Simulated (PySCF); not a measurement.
# C6H4F3N: excited states, first hyperpolarisability

Wanted: excited states, first hyperpolarisability for C6H4F3N (`FC(F)(F)c1ccncc1`).

Computed with PySCF 2.14.0 and routines of our own; the level stands in each step. Atoms count from 0.

## (1) The starting structure

14 atoms, charge 0, multiplicity 1; geometry from: GFN2-xTB.

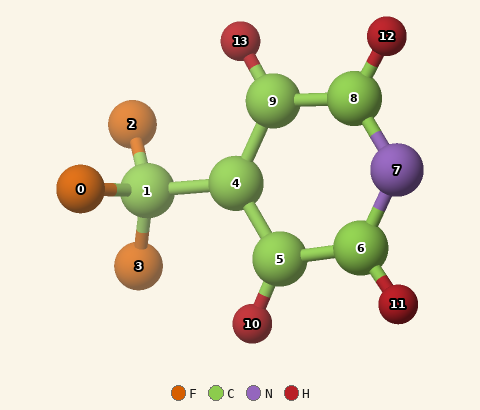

The starting geometry (fluorine orange, carbon green, nitrogen purple, hydrogen red).

## (2) Geometry optimisation at PBE0-D3(BJ)/def2-SVP

The job: settings as JSON, then the geometry in Å.

```
{"job": {"xc": "PBE0", "basis": "def2-SVP", "d3": "d3bj", "grid": 2, "kind": "geom"}, "charge": 0, "multiplicity": 1}
F      2.548671     0.095776     1.049525
C      1.962637    -0.057801    -0.153124
F      2.414067    -1.219454    -0.646839
F      2.453555     0.911922    -0.937897
C      0.461157    -0.016096    -0.050837
C     -0.210717     1.194759    -0.151465
C     -1.593511     1.172251    -0.031722
N     -2.285850     0.067840     0.175318
C     -1.636938    -1.076968     0.276446
C     -0.256674    -1.183409     0.172895
H      0.323739     2.115472    -0.322758
H     -2.171955     2.082675    -0.106283
H     -2.249784    -1.951118     0.448038
H      0.240924    -2.136323     0.256538
```

Started as:

```sh
$ OMP_NUM_THREADS=1 python excited_run.py task.json out
```

The driver reads the jobs from task.json and runs them one after another.

Standard output:

```text
step   0  E = -584.29537292  max force = 0.018078
step   1  E = -584.29666541  max force = 0.007875
step   2  E = -584.29674352  max force = 0.002196
step   3  E = -584.29677024  max force = 0.001349
step   4  E = -584.29676106  max force = 0.001307
step   5  E = -584.29677868  max force = 0.000413
optimisation converged
```

It took 71 s on 1 thread of Arm Neoverse V1, shared host; peak memory 0.77 GiB.

Along the way:

```csv
step,energy from step 0 (eV),largest force component (eV/Å)
0,0.0000,0.9296
1,-0.0352,0.4049
2,-0.0373,0.1129
3,-0.0380,0.0694
4,-0.0378,0.0672
5,-0.0383,0.0212
```

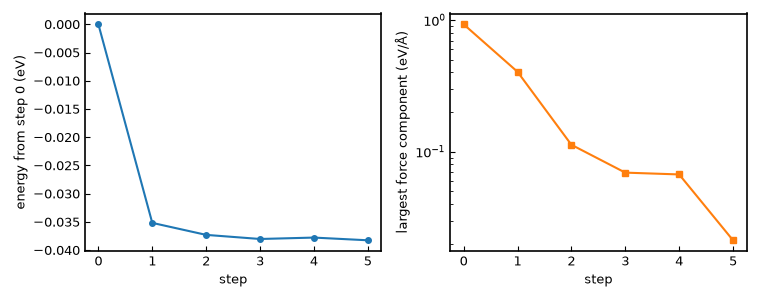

Energy and largest force along the relaxation.

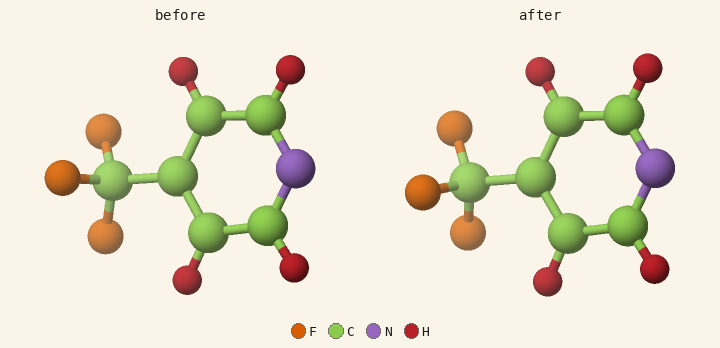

The geometry before (left) and after (right).

Close pairs (by a distance rule), those that changed most:

```csv
bond,before (Å),after (Å),change (Å)
C8–H12,1.081,1.096,+0.015
C6–H11,1.081,1.096,+0.015
C5–H10,1.078,1.092,+0.013
C9–H13,1.078,1.091,+0.013
C6–N7,1.320,1.330,+0.011
F0–C1,1.347,1.336,-0.010
N7–C8,1.320,1.329,+0.009
C1–F2,1.341,1.334,-0.007
```

The end geometry stands in the next job.

```csv
at the end point,value
point group (found at 0.08 Å tolerance),C1
"rotational constants (GHz, main isotopes)","2.941, 0.944, 0.816"
dipole moment (D),0.23
```

## (3) Excited states: TDA CAM-B3LYP/aug-cc-pVDZ

The job: settings as JSON, then the geometry in Å.

```
{"job": {"kind": "states", "xc": "CAM-B3LYP", "basis": "aug-cc-pVDZ", "tda": true, "soc": true, "nstates": 6, "ntriplets": 5, "nquad": 4}, "charge": 0, "multiplicity": 1}
F      2.507962     0.382640     1.039604
C      1.978960    -0.028809    -0.116429
F      2.455864    -1.249052    -0.365120
F      2.427977     0.790093    -1.070157
C      0.474443    -0.018587    -0.051077
C     -0.220433     1.181825    -0.184168
C     -1.608925     1.150695    -0.070707
N     -2.303036     0.038393     0.155228
C     -1.630539    -1.101669     0.275366
C     -0.241279    -1.189074     0.180922
H      0.304958     2.118812    -0.377546
H     -2.186529     2.076560    -0.169941
H     -2.224169    -2.004771     0.456635
H      0.268761    -2.148262     0.280889
```

With the program's defaults for keys left out, this is: TDA CAM-B3LYP/aug-cc-pVDZ excited states, vertical, gas phase, spin-orbit mean-field couplings.

Standard output:

```text
coarse grid: 13320 points
cycle   1  E = -585.0034073164  dE =  2.172e+00  |g| = 9.323e-01  |ddm| = 1.927e+01
cycle   2  E = -584.9339049086  dE =  6.950e-02  |g| = 1.205e+00  |ddm| = 4.943e+00
cycle   3  E = -585.1686053113  dE = -2.347e-01  |g| = 8.274e-02  |ddm| = 2.804e+00
cycle   4  E = -585.1695580441  dE = -9.527e-04  |g| = 5.395e-02  |ddm| = 4.015e-01
cycle   5  E = -585.1702655143  dE = -7.075e-04  |g| = 1.281e-02  |ddm| = 2.123e-01
cycle   6  E = -585.1703010842  dE = -3.557e-05  |g| = 3.684e-03  |ddm| = 3.322e-02
cycle   7  E = -585.1703038561  dE = -2.772e-06  |g| = 8.964e-04  |ddm| = 1.455e-02
final grid: 134544 points
cycle   8  E = -585.1853818185  dE = -3.042e-05  |g| = 4.421e-03  |ddm| = 2.769e-01
cycle   9  E = -585.1853813777  dE =  4.408e-07  |g| = 5.055e-03  |ddm| = 4.106e-02
cycle  10  E = -585.1853859021  dE = -4.524e-06  |g| = 3.682e-04  |ddm| = 1.529e-02
cycle  11  E = -585.1853859284  dE = -2.630e-08  |g| = 1.811e-04  |ddm| = 2.838e-03
cycle  12  E = -585.1853859359  dE = -7.446e-09  |g| = 3.641e-05  |ddm| = 1.018e-03
cycle  13  E = -585.1853859361  dE = -2.624e-10  |g| = 1.617e-05  |ddm| = 1.487e-04
converged SCF energy = -585.1853859361

Singlet excitations
state   eV       nm        f     d(h-e)  d(exc)  Lambda  PR(NTO)  |dmu|/D   mu/D   main configurations
  1   4.9210   251.9   0.00538   1.186   2.666   0.497   1.007    2.940    3.236   H->L 0.97
  2   5.3961   229.8   0.00002   1.151   2.657   0.379   1.006    2.722    3.019   H->L+1 0.98
  3   5.5771   222.3   0.06350   0.122   2.603   0.675   1.669    0.372    0.675   H-1->L 0.72, H-2->L+1 0.26
  4   6.6104   187.6   0.00534   0.054   2.669   0.838   2.134    0.274    0.115   H-1->L+1 0.55, H-2->L 0.40
  5   7.1660   173.0   0.01865   0.120   4.037   0.199   1.042                     H->L+2 0.78, H->L+4 0.12
  6   7.2007   172.2   0.00004   0.075   4.302   0.243   1.020                     H-1->L+2 0.90

Triplet excitations (Tamm-Dancoff)
state   eV     d(h-e)  d(exc)  Lambda  PR(NTO)   main configurations
  1   4.1691   1.097   2.537   0.492   1.008   H->L 0.93
  2   4.2185   0.033   2.343   0.842   1.900   H-1->L+1 0.59, H-2->L 0.33
  3   4.4262   0.190   2.560   0.681   1.031   H-1->L 0.94
  4   4.9705   0.047   2.551   0.841   1.871   H-2->L 0.62, H-1->L+1 0.36
  5   5.2521   1.129   2.640   0.379   1.010   H->L+1 0.98
S1 - T1 = 0.7519 eV

Spin-orbit couplings |<S|Hso|T>| (cm-1)
             T1       T2       T3       T4       T5
S0       25.948    0.906    0.998    1.464    2.580
S1        0.129    6.320    1.493    8.039    0.501
S2        0.552    0.895    1.278    0.801    0.037
S3        1.066    1.211    0.205    0.115    5.626
S4        6.986    0.144    1.024    0.069    1.095
S5        0.426    0.013    0.135    0.027    0.455
S6        0.059    0.109    0.186    0.086    0.096
T1 sublevels (cm-1): 0.000 0.001 0.137   radiative rates (1/s): 0.00226 0.286 180
```

It took 73 s on 1 thread of Arm Neoverse V1, shared host; peak memory 1.1 GiB.

Key values:

```csv
quantity,value
S1 less T1,0.75 eV
```

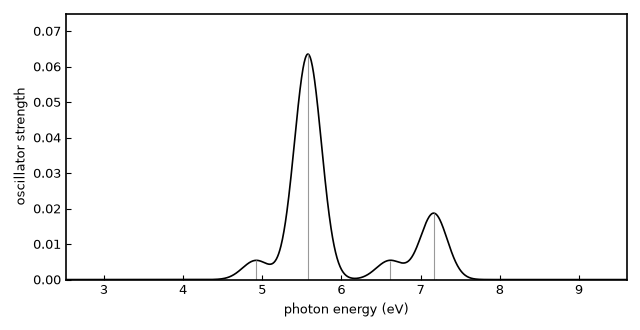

Absorption lines of the singlets. Lines are broadened to a width of 0.40 eV (Gaussian).

Orbitals, density, ELF and potential are computed afterwards from the orbital file.

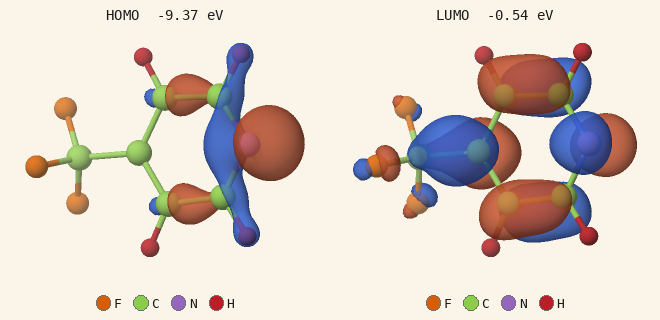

CAM-B3LYP/aug-cc-pVDZ orbitals near the gap, drawn at the value that encloses 70 % of each; the two colours are the two signs.

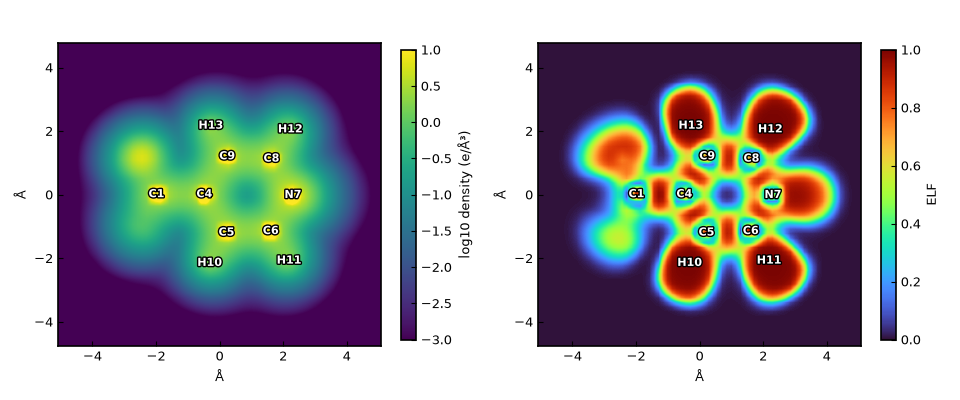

Density (left) and ELF (right) in a plane through or near 11 of the atoms.

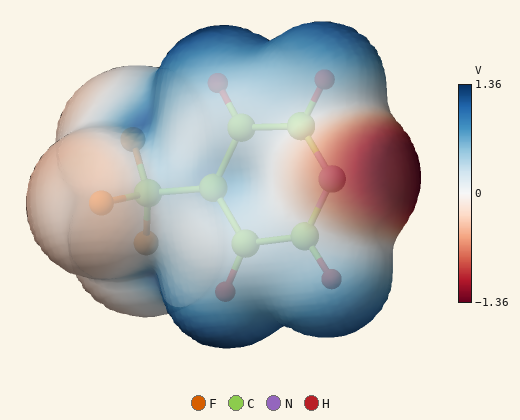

Electrostatic potential on the surface of density 0.002 e/bohr³; red is low, blue high. It runs, from the 1st to the 99th percentile, from -1.36 V near N7 to 1.31 V near H10.

## (4) Excited states: TDDFT CAM-B3LYP/aug-cc-pVDZ

Settings changed since step 3:

```diff
@@ -1,2 +1,2 @@
-{"job": {"kind": "states", "xc": "CAM-B3LYP", "basis": "aug-cc-pVDZ", "tda": true, "soc": true, "nstates": 6, "ntriplets": 5, "nquad": 4}, "charge": 0, "multiplicity": 1}
+{"job": {"kind": "states", "xc": "CAM-B3LYP", "basis": "aug-cc-pVDZ", "tpa": true, "nstates": 8, "nquad": 6, "ntriplets": 0}, "charge": 0, "multiplicity": 1}
 F      2.507962     0.382640     1.039604
```

With the program's defaults for keys left out, this is: TDDFT CAM-B3LYP/aug-cc-pVDZ excited states, vertical, gas phase, two-photon moments by quadratic response.

Standard output:

```text
coarse grid: 13320 points
cycle   1  E = -585.0034073164  dE =  2.172e+00  |g| = 9.323e-01  |ddm| = 1.927e+01
cycle   2  E = -584.9339049086  dE =  6.950e-02  |g| = 1.205e+00  |ddm| = 4.943e+00
cycle   3  E = -585.1686053113  dE = -2.347e-01  |g| = 8.274e-02  |ddm| = 2.804e+00
cycle   4  E = -585.1695580441  dE = -9.527e-04  |g| = 5.395e-02  |ddm| = 4.015e-01
cycle   5  E = -585.1702655143  dE = -7.075e-04  |g| = 1.281e-02  |ddm| = 2.123e-01
cycle   6  E = -585.1703010842  dE = -3.557e-05  |g| = 3.684e-03  |ddm| = 3.322e-02
cycle   7  E = -585.1703038561  dE = -2.772e-06  |g| = 8.964e-04  |ddm| = 1.455e-02
final grid: 134544 points
cycle   8  E = -585.1853818185  dE = -3.042e-05  |g| = 4.421e-03  |ddm| = 2.769e-01
cycle   9  E = -585.1853813777  dE =  4.408e-07  |g| = 5.055e-03  |ddm| = 4.106e-02
cycle  10  E = -585.1853859021  dE = -4.524e-06  |g| = 3.682e-04  |ddm| = 1.529e-02
cycle  11  E = -585.1853859284  dE = -2.630e-08  |g| = 1.811e-04  |ddm| = 2.838e-03
cycle  12  E = -585.1853859359  dE = -7.446e-09  |g| = 3.641e-05  |ddm| = 1.018e-03
cycle  13  E = -585.1853859361  dE = -2.624e-10  |g| = 1.617e-05  |ddm| = 1.487e-04
converged SCF energy = -585.1853859361

Singlet excitations
state   eV       nm        f     d(h-e)  d(exc)  Lambda  PR(NTO)  |dmu|/D   mu/D   delta(TPA)   sigma/GM   main configurations
  1   4.8614   255.0   0.00391   1.189   2.674   0.498   1.010    2.969    3.266        1.06      0.009   H->L 0.97
  2   5.3837   230.3   0.00002   1.149   2.656   0.379   1.007    2.724    3.022        0.03      0.000   H->L+1 0.99
  3   5.4632   226.9   0.06202   0.132   2.592   0.673   1.639    0.465    0.767        2.97      0.032   H-1->L 0.80, H-2->L+1 0.19
  4   6.3705   194.6   0.00657   0.037   2.639   0.842   2.114    0.136    0.197        1.06      0.016   H-1->L+1 0.60, H-2->L 0.38
  5   7.1556   173.3   0.01675   0.151   4.039   0.191   1.018    3.821    3.524       52.66      0.988   H->L+2 0.78, H->L+4 0.13
  6   7.1993   172.2   0.00043   0.068   4.303   0.243   1.022    0.868    0.582      117.31      2.227   H-1->L+2 0.90
  7   7.2961   169.9   0.63495   0.039   2.718   0.775   2.377                                            H-2->L 0.55, H-1->L+1 0.36
  8   7.3748   168.1   0.41001   0.175   2.767   0.626   1.715                                            H-2->L+1 0.73, H-1->L 0.17
```

It took 91 s on 1 thread of Arm Neoverse V1, shared host; peak memory 1.1 GiB.

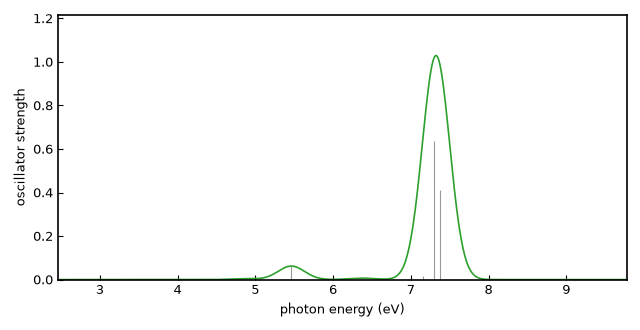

Absorption lines of the singlets. Lines are broadened to a width of 0.40 eV (Gaussian).

## (5) First hyperpolarisability: quadratic response CAM-B3LYP/aug-cc-pVDZ

Settings changed since step 4:

```diff
@@ -1,2 +1,2 @@
-{"job": {"kind": "states", "xc": "CAM-B3LYP", "basis": "aug-cc-pVDZ", "tpa": true, "nstates": 8, "nquad": 6, "ntriplets": 0}, "charge": 0, "multiplicity": 1}
+{"job": {"kind": "beta", "xc": "CAM-B3LYP", "basis": "aug-cc-pVDZ"}, "charge": 0, "multiplicity": 1}
 F      2.507962     0.382640     1.039604
```

With the program's defaults for keys left out, this is: quadratic response CAM-B3LYP/aug-cc-pVDZ first hyperpolarisability, Taylor convention, gas phase.

Standard output:

```text
coarse grid: 13320 points
cycle   1  E = -585.0034073164  dE =  2.172e+00  |g| = 9.323e-01  |ddm| = 1.927e+01
cycle   2  E = -584.9339049086  dE =  6.950e-02  |g| = 1.205e+00  |ddm| = 4.943e+00
cycle   3  E = -585.1686053113  dE = -2.347e-01  |g| = 8.274e-02  |ddm| = 2.804e+00
cycle   4  E = -585.1695580441  dE = -9.527e-04  |g| = 5.395e-02  |ddm| = 4.015e-01
cycle   5  E = -585.1702655143  dE = -7.075e-04  |g| = 1.281e-02  |ddm| = 2.123e-01
cycle   6  E = -585.1703010842  dE = -3.557e-05  |g| = 3.684e-03  |ddm| = 3.322e-02
cycle   7  E = -585.1703038561  dE = -2.772e-06  |g| = 8.964e-04  |ddm| = 1.455e-02
final grid: 134544 points
cycle   8  E = -585.1853818185  dE = -3.042e-05  |g| = 4.421e-03  |ddm| = 2.769e-01
cycle   9  E = -585.1853813777  dE =  4.408e-07  |g| = 5.055e-03  |ddm| = 4.106e-02
cycle  10  E = -585.1853859021  dE = -4.524e-06  |g| = 3.682e-04  |ddm| = 1.529e-02
cycle  11  E = -585.1853859284  dE = -2.630e-08  |g| = 1.811e-04  |ddm| = 2.838e-03
cycle  12  E = -585.1853859359  dE = -7.446e-09  |g| = 3.641e-05  |ddm| = 1.018e-03
cycle  13  E = -585.1853859361  dE = -2.624e-10  |g| = 1.617e-05  |ddm| = 1.487e-04
converged SCF energy = -585.1853859361

Lowest singlets (eV, f): 4.8614 0.0039  5.3837 0.0000  5.4632 0.0620

First hyperpolarisability (au)
process     nm      |vector|   parallel      HRS      DR
static         -      139.38      -80.7      51.86   8.009
shg       1907.0      142.97     -82.76      53.34   7.761
eope      1907.0      140.56     -81.38          -       -
shg       1064.0      151.28     -87.56      56.89   7.157
eope      1064.0      143.22     -82.91          -       -
```

Wall time 70 s (1 thread of Arm Neoverse V1, shared host); peak memory 1.1 GiB.

## (6) Outcome

| quantity | value |
| --- | --- |
| point group | C1 |
| rotational constants (main isotopes) | 2.94, 0.94, 0.82 GHz |
| S1 less T1 (step 3, TDA CAM-B3LYP/aug-cc-pVDZ) | 0.75 eV |
| surface potential, 1st and 99th percentile | -1.36 V and 1.31 V |
| β vector (step 5, quadratic response CAM-B3LYP/aug-cc-pVDZ) | static 139, SHG 1907.0 nm 143, SHG 1064.0 nm 151 au |

Over 5 steps the energy fell by 0.038 eV; of the close pairs, C8–H12 changed most, 1.081 to 1.096 Å. In step 3, the number of triplets below S1 is 3, and the largest singlet-triplet spin-orbit coupling is S0–T1, 25.95 cm⁻¹. By nearest atom (CAM-B3LYP/aug-cc-pVDZ), the HOMO sits on N7 66 % and the LUMO on C4 25 %; N7 22 %. β grows from 139 au (static) to 151 au for doubling at 1064.0 nm: normal dispersion, which grows as twice the photon energy moves toward the bright states.
